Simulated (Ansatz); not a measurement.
# InH₃+ (doublet): inputs that go wrong at scale of all distances = 1.495

3 inputs are run for InH₃+ (doublet) as typed; the log has to tell whether the result can be used and what must change.

Computed with Ansatz 0.2.0, Gaussian basis. Level: the settings change from run to run.

27 further runs of the same task are left out: 9 for a known fault of the program, 14 that didn't finish, 4 set aside as unsound or not needed.

## (1) What is computed

The geometry derives from a PBE0/def2-TZVP stationary point (not a proven minimum). All distances are scaled together. No spin-orbit coupling is included. Elements past krypton take def2 core potentials.

4 atoms, charge 1, spin multiplicity 2.

Atoms are counted from 1 here; the program's logs count them from 0.

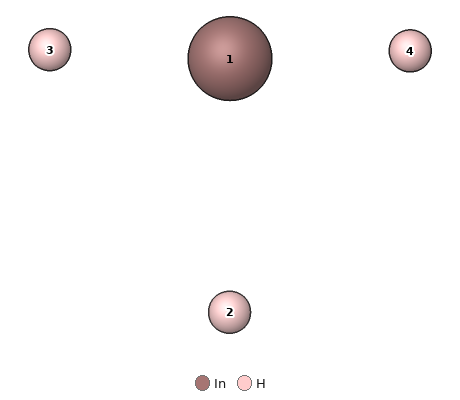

The geometry (indium brown, hydrogen pink); atoms are numbered from 1 in the order of the file.

## (2) Attempt 1

The input, in.yaml:

```yaml
crystal:
  periodic: [false, false, false]
  atoms:
    - {symbol: In, position_ang: [0.000000, -0.028091, 0.000827]}
    - {symbol: H, position_ang: [0.000000, 3.487908, -0.102310]}
    - {symbol: H, position_ang: [0.000000, -0.215713, -2.486527]}
    - {symbol: H, position_ang: [0.000000, -0.072262, 2.494669]}
basis:
  gaussian: {orbitals: def2-SVP}
total_charge: 1
magnetization: {spin_polarized: false, initial_magnetization: 1}
hamiltonian: {pseudopotentials: {relativity: none}}
correlation: {method: qcisd_t, electrons: all, diis_vectors: 4}
scf: {lower_state_search: light}
output: {forces: true}
```

The run is started by

```console
$ ansatz run in.yaml --threads 1 --pin off --events-out ev --progress --plain --max-ram 2393MiB
```

What it wrote:

```text
Error: YAML parse error: error: line 13 column 23: unknown variant `qcisd_t`, expected one of mp2, rpa, ccsd, ccsd_t, bccd, bccd_t, ccsdt, ccsdt_q, ccsdt_q_b, ccsdtq, fci, sc_nevpt2, fic_nevpt4_sd, fic_mrcisd_q, fic_mrcisd_q_relaxed
  --> <input>:13:23
   |
11 | magnetization: {spin_polarized: false, initial_magnetization: 1}
12 | hamiltonian: {pseudopotentials: {relativity: none}}
13 | correlation: {method: qcisd_t, electrons: all, diis_vectors: 4}
   |                       ^ unknown variant `qcisd_t`, expected one of mp2, rpa, ccsd, ccsd_t, bccd, bccd_t, ccsdt, ccsdt_q, ccsdt_q_b, ccsdtq, fci, sc_nevpt2, fic_nevpt4_sd, fic_mrcisd_q, fic_mrcisd_q_relaxed
14 | scf: {lower_state_search: light}
15 | output: {forces: true}
   |
```

It took 0.07 s on 1 thread of Intel Xeon at 2.50GHz, shared host.

**Diagnosis.** The run was refused. The method's name isn't one that the program knows. Cure: name one from the list in the message.

## (3) Attempt 2

The input, in.yaml:

```yaml
crystal:
  periodic: [false, false, false]
  atoms:
    - {symbol: In, position_ang: [0.000000, -0.028091, 0.000827]}
    - {symbol: H, position_ang: [0.000000, 3.487908, -0.102310]}
    - {symbol: H, position_ang: [0.000000, -0.215713, -2.486527]}
    - {symbol: H, position_ang: [0.000000, -0.072262, 2.494669]}
basis:
  gaussian: {orbitals: def2-SVP}
total_charge: 1
magnetization: {spin_polarized: false, initial_magnetization: 1}
correlation: {method: qcisd_t, electrons: outside_noble_gas}
accuracy: high
output: {forces: true}
```

Launched as before.

What it wrote:

```text
Error: YAML parse error: error: line 12 column 23: unknown variant `qcisd_t`, expected one of mp2, rpa, ccsd, ccsd_t, bccd, bccd_t, ccsdt, ccsdt_q, ccsdt_q_b, ccsdtq, fci, sc_nevpt2, fic_nevpt4_sd, fic_mrcisd_q, fic_mrcisd_q_relaxed
  --> <input>:12:23
   |
10 | total_charge: 1
11 | magnetization: {spin_polarized: false, initial_magnetization: 1}
12 | correlation: {method: qcisd_t, electrons: outside_noble_gas}
   |                       ^ unknown variant `qcisd_t`, expected one of mp2, rpa, ccsd, ccsd_t, bccd, bccd_t, ccsdt, ccsdt_q, ccsdt_q_b, ccsdtq, fci, sc_nevpt2, fic_nevpt4_sd, fic_mrcisd_q, fic_mrcisd_q_relaxed
13 | accuracy: high
14 | output: {forces: true}
   |
```

Run time: 0.03 s. Hardware: 1 thread of Intel Xeon at 2.50GHz, shared host.

What is wrong: The run was refused. The method's name isn't one that the program knows. Cure: name one from the list in the message.

## (4) Attempt 3

The input, in.yaml:

```yaml
crystal:
  periodic: [false, false, false]
  atoms:
    - {symbol: In, position_ang: [0.000000, -0.028091, 0.000827]}
    - {symbol: H, position_ang: [0.000000, 3.487908, -0.102310]}
    - {symbol: H, position_ang: [0.000000, -0.215713, -2.486527]}
    - {symbol: H, position_ang: [0.000000, -0.072262, 2.494669]}
basis:
  gaussian: {orbitals: def2-mTZVP}
total_charge: 1
magnetization: {spin_polarized: false, initial_magnetization: 1}
correlation: {active_space: {window: {electrons: 3, orbitals: 3}, places: [1, 2]}}
```

Launched as before.

What it wrote:

```text
Error: invalid value for `correlation.active_space`: name one of window, places and ras
```

Wall time 0.06 s (1 thread of Intel Xeon at 2.50GHz, shared host).

Diagnosis: The run was refused. The active space is defined twice. Cure: keep one definition.

## (5) Summary

| attempt | level | ended | cause | time |
| --- | --- | --- | --- | --- |
| 1 | 'qcisd_t'/def2-SVP | refused | the method's name isn't one that the program knows | 0.07 s |
| 2 | 'qcisd_t'/def2-SVP | refused | the method's name isn't one that the program knows | 0.03 s |
| 3 | CASSCF(3,3)/def2-mTZVP | refused | the active space is defined twice | 0.06 s |

3 refused.
